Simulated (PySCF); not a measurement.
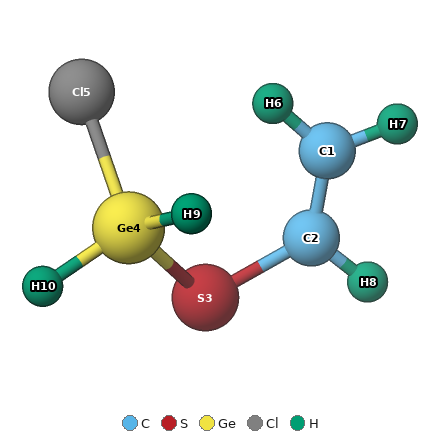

C₂H₅ClGeS, SMILES C=C[S][GeH2][Cl], singlet. Vertical core-electron binding energies by ΔSCF (SCAN, def2-TZVP on the ionised atom, pcseg-1 elsewhere, spin-free X2C; PySCF, at a PBE0-D3(BJ)/def2-SVP geometry (no frequency check)), gas phase, against the vacuum level. One atom of each kind was ionised; within a panel, areas follow the number of like atoms and 2j + 1 (2p levels are split by first-order spin-orbit coupling, an approximation), Gaussians of 0.8 eV full width. Only the regions named are shown.

Question: Predict the S 2p photoelectron lines.

Answer:
```tsv
level	atoms	binding energy (eV)
S 2p1/2	S3	171.1
S 2p3/2	S3	169.8
```

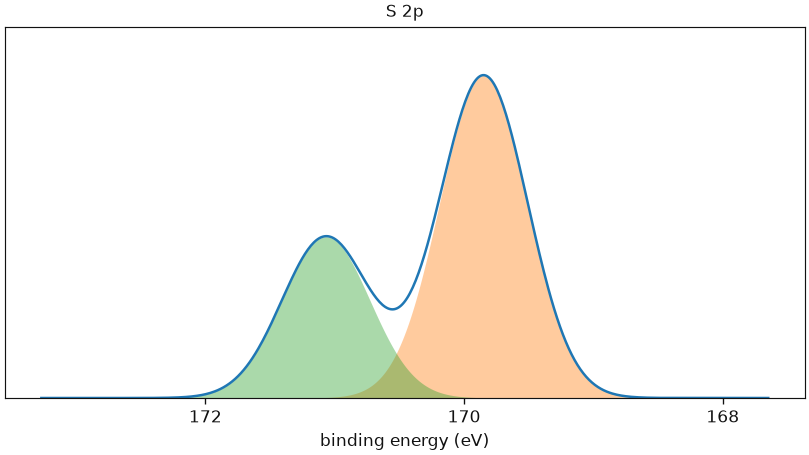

Caveats: one conformer of a flexible molecule.
